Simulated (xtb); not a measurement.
**Molecular dynamics, with input and output: GeHSCl$_{2}$ (charge +1) (part 4 of 4)**

GeHSCl$_{2}$, charge +1; GFN0-xTB (xtb 6.7.1). The starting geometry was optimised with GFN2-xTB.

Geometry of the input (Å):
```
S  0.1109  1.6682  -0.1825
Ge -0.0265  -0.4711  0.7363
Cl 2.0222  -1.1688  0.8815
Cl -0.9256  -1.7187  -0.8265
H  -1.1312  1.6168  -0.6502
```

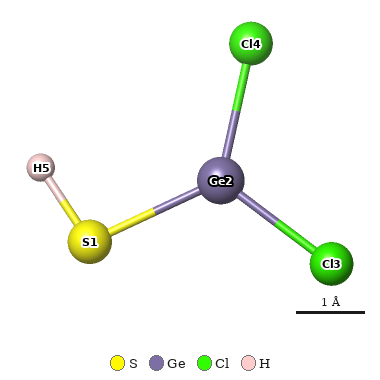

The geometry at step 10 of the log (ball-and-stick view, seen on its broad side; atoms are numbered from 1 in the order of the input).

Trajectory as extended XYZ, continued
```
5
Properties=species:S:1:pos:R:3 step=35 energy=-346.77848
S     0.0042    1.6945    0.0230
Ge    0.2787   -0.4280    0.1593
Cl    1.9804   -1.2013    1.0962
Cl   -1.0670   -1.8171   -0.6593
H    -1.1466    1.6783   -0.6605
5
Properties=species:S:1:pos:R:3 step=36 energy=-346.78095
S     0.0011    1.6924    0.0272
Ge    0.2865   -0.4299    0.1450
Cl    1.9752   -1.2006    1.0993
Cl   -1.0666   -1.8171   -0.6529
H    -1.1464    1.6816   -0.6601
5
Properties=species:S:1:pos:R:3 step=37 energy=-346.78238
S    -0.0014    1.6902    0.0312
Ge    0.2934   -0.4326    0.1322
Cl    1.9694   -1.1994    1.1016
Cl   -1.0653   -1.8165   -0.6465
H    -1.1464    1.6847   -0.6599
5
Properties=species:S:1:pos:R:3 step=38 energy=-346.78253
S    -0.0029    1.6878    0.0349
Ge    0.2992   -0.4358    0.1209
Cl    1.9634   -1.1980    1.1031
Cl   -1.0631   -1.8156   -0.6404
H    -1.1469    1.6879   -0.6598
5
Properties=species:S:1:pos:R:3 step=0 time_fs=0.0 energy=-346.78253
S    -0.0029    1.6878    0.0349
Ge    0.2992   -0.4358    0.1209
Cl    1.9634   -1.1980    1.1031
Cl   -1.0631   -1.8156   -0.6404
H    -1.1469    1.6879   -0.6598
5
Properties=species:S:1:pos:R:3 step=1 time_fs=4.0 energy=-346.77921
S    -0.0043    1.6929    0.0462
Ge    0.2963   -0.4311    0.1277
Cl    1.9648   -1.1878    1.1068
Cl   -1.0548   -1.8224   -0.6327
H    -1.1499    1.6450   -0.6440
5
Properties=species:S:1:pos:R:3 step=2 time_fs=8.0 energy=-346.77148
S     0.0025    1.6964    0.0485
Ge    0.2930   -0.4291    0.1272
Cl    1.9622   -1.1866    1.1046
Cl   -1.0520   -1.8268   -0.6324
H    -1.1438    1.6100   -0.6369
5
Properties=species:S:1:pos:R:3 step=3 time_fs=12.0 energy=-346.76213
S     0.0087    1.6994    0.0502
Ge    0.2897   -0.4274    0.1270
Cl    1.9597   -1.1856    1.1024
Cl   -1.0491   -1.8312   -0.6322
H    -1.1383    1.5838   -0.6296
5
Properties=species:S:1:pos:R:3 step=4 time_fs=16.0 energy=-346.75463
S     0.0143    1.7021    0.0513
Ge    0.2865   -0.4260    0.1271
Cl    1.9576   -1.1848    1.1003
Cl   -1.0460   -1.8357   -0.6321
H    -1.1343    1.5692   -0.6225
5
Properties=species:S:1:pos:R:3 step=5 time_fs=20.0 energy=-346.75190
S     0.0192    1.7041    0.0518
Ge    0.2836   -0.4249    0.1275
Cl    1.9558   -1.1842    1.0983
Cl   -1.0428   -1.8402   -0.6321
H    -1.1327    1.5684   -0.6160
5
Properties=species:S:1:pos:R:3 step=6 time_fs=24.0 energy=-346.75524
S     0.0232    1.7056    0.0516
Ge    0.2809   -0.4242    0.1283
Cl    1.9545   -1.1840    1.0963
Cl   -1.0395   -1.8447   -0.6321
H    -1.1335    1.5826   -0.6103
5
Properties=species:S:1:pos:R:3 step=7 time_fs=28.0 energy=-346.76355
S     0.0262    1.7064    0.0507
Ge    0.2785   -0.4239    0.1294
Cl    1.9536   -1.1840    1.0945
Cl   -1.0361   -1.8492   -0.6323
H    -1.1365    1.6113   -0.6052
5
Properties=species:S:1:pos:R:3 step=8 time_fs=32.0 energy=-346.77371
S     0.0284    1.7067    0.0491
Ge    0.2763   -0.4240    0.1307
Cl    1.9530   -1.1843    1.0929
Cl   -1.0327   -1.8536   -0.6325
H    -1.1404    1.6522   -0.6005
5
Properties=species:S:1:pos:R:3 step=9 time_fs=36.0 energy=-346.78193
S     0.0297    1.7066    0.0471
Ge    0.2744   -0.4244    0.1322
Cl    1.9529   -1.1847    1.0913
Cl   -1.0293   -1.8579   -0.6328
H    -1.1442    1.7020   -0.5956
5
Properties=species:S:1:pos:R:3 step=10 time_fs=40.0 energy=-346.78524
S     0.0305    1.7061    0.0447
Ge    0.2725   -0.4250    0.1339
Cl    1.9529   -1.1852    1.0898
Cl   -1.0259   -1.8621   -0.6331
H    -1.1466    1.7567   -0.5902
5
Properties=species:S:1:pos:R:3 step=11 time_fs=44.0 energy=-346.78246
S     0.0309    1.7056    0.0421
Ge    0.2707   -0.4256    0.1356
Cl    1.9530   -1.1855    1.0883
Cl   -1.0227   -1.8661   -0.6335
H    -1.1470    1.8119   -0.5842
5
Properties=species:S:1:pos:R:3 step=12 time_fs=48.0 energy=-346.77450
S     0.0314    1.7050    0.0396
Ge    0.2688   -0.4262    0.1373
Cl    1.9531   -1.1857    1.0868
Cl   -1.0195   -1.8701   -0.6340
H    -1.1455    1.8634   -0.5776
5
Properties=species:S:1:pos:R:3 step=13 time_fs=52.0 energy=-346.76385
S     0.0324    1.7047    0.0375
Ge    0.2667   -0.4267    0.1390
Cl    1.9532   -1.1855    1.0852
Cl   -1.0165   -1.8739   -0.6345
H    -1.1424    1.9074   -0.5708
5
Properties=species:S:1:pos:R:3 step=14 time_fs=56.0 energy=-346.75373
S     0.0342    1.7047    0.0359
Ge    0.2644   -0.4270    0.1405
Cl    1.9530   -1.1850    1.0834
Cl   -1.0136   -1.8777   -0.6352
H    -1.1384    1.9411   -0.5644
5
Properties=species:S:1:pos:R:3 step=15 time_fs=60.0 energy=-346.74706
S     0.0372    1.7052    0.0349
Ge    0.2617   -0.4270    0.1418
Cl    1.9526   -1.1839    1.0815
Cl   -1.0109   -1.8815   -0.6358
H    -1.1345    1.9623   -0.5586
5
Properties=species:S:1:pos:R:3 step=16 time_fs=64.0 energy=-346.74572
S     0.0416    1.7061    0.0348
Ge    0.2586   -0.4268    0.1430
Cl    1.9520   -1.1823    1.0794
Cl   -1.0082   -1.8852   -0.6366
H    -1.1311    1.9699   -0.5538
5
Properties=species:S:1:pos:R:3 step=17 time_fs=68.0 energy=-346.75004
S     0.0475    1.7076    0.0355
Ge    0.2551   -0.4263    0.1440
Cl    1.9510   -1.1802    1.0771
Cl   -1.0057   -1.8890   -0.6374
H    -1.1285    1.9632   -0.5501
5
Properties=species:S:1:pos:R:3 step=18 time_fs=72.0 energy=-346.75835
S     0.0546    1.7094    0.0370
Ge    0.2512   -0.4255    0.1448
Cl    1.9498   -1.1776    1.0746
Cl   -1.0034   -1.8926   -0.6382
H    -1.1264    1.9431   -0.5475
5
Properties=species:S:1:pos:R:3 step=19 time_fs=76.0 energy=-346.76759
S     0.0627    1.7115    0.0392
Ge    0.2472   -0.4246    0.1454
Cl    1.9485   -1.1745    1.0721
Cl   -1.0013   -1.8961   -0.6391
H    -1.1244    1.9117   -0.5457
5
Properties=species:S:1:pos:R:3 step=20 time_fs=80.0 energy=-346.77430
S     0.0712    1.7138    0.0418
Ge    0.2431   -0.4234    0.1459
Cl    1.9470   -1.1711    1.0696
Cl   -0.9994   -1.8993   -0.6400
H    -1.1216    1.8718   -0.5443
5
Properties=species:S:1:pos:R:3 step=21 time_fs=84.0 energy=-346.77574
S     0.0796    1.7160    0.0445
Ge    0.2391   -0.4223    0.1462
Cl    1.9455   -1.1675    1.0671
Cl   -0.9979   -1.9021   -0.6408
H    -1.1176    1.8273   -0.5432
5
Properties=species:S:1:pos:R:3 step=22 time_fs=88.0 energy=-346.77090
S     0.0876    1.7181    0.0473
Ge    0.2353   -0.4213    0.1465
Cl    1.9442   -1.1639    1.0648
Cl   -0.9966   -1.9046   -0.6417
H    -1.1122    1.7824   -0.5422
5
Properties=species:S:1:pos:R:3 step=23 time_fs=92.0 energy=-346.76092
S     0.0946    1.7197    0.0498
Ge    0.2319   -0.4204    0.1468
Cl    1.9432   -1.1604    1.0628
Cl   -0.9957   -1.9068   -0.6426
H    -1.1057    1.7415   -0.5416
5
Properties=species:S:1:pos:R:3 step=24 time_fs=96.0 energy=-346.74883
S     0.1004    1.7208    0.0520
Ge    0.2290   -0.4199    0.1471
Cl    1.9426   -1.1571    1.0611
Cl   -0.9951   -1.9085   -0.6435
H    -1.0989    1.7087   -0.5418
```

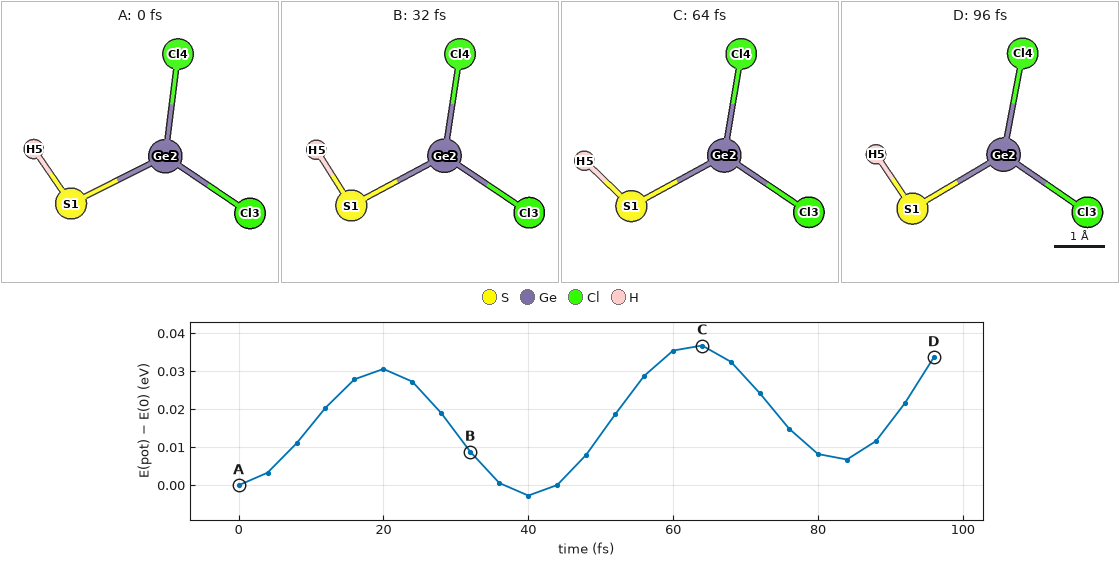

Frames of the molecular dynamics (ball-and-stick, seen on its broad side) above the curves, on which the letters mark them. The trajectory kept here has 25 frames over 96 fs. The potential energy ends 0.034 eV above its first value. After an unweighted best fit of the last frame on the first, the root-mean-square displacement is 0.09 Å.

Summary

- outcome: finished
- trajectory: 25 frames kept, 96 fs
- electrons treated: 24
- potential energy (a single point apart from the frames shown): −12.744023 hartree
- dispersion energy (a single point apart from the frames shown): −0.001542 hartree
- basis functions (a single point apart from the frames shown): 42
- hardware: 1 thread of Arm Neoverse V1, 24 GiB of memory available, shared host
- peak memory: 0.074 GiB

Remarks

Settings chosen away from the usual ones: method = gfn0-xtb; task = omd; x = {"md_temperature": 200, "md_time": 0.1, "time_step": 4, "md_dump": 4, "hydrogen_mass": 4, "shake": 2, "opt_engine": "inertial", "opt_microcycles": 5, "opt_cycles": 500}; geo = {"prev": 1}; partner = cation. So short a trajectory is not equilibrated.
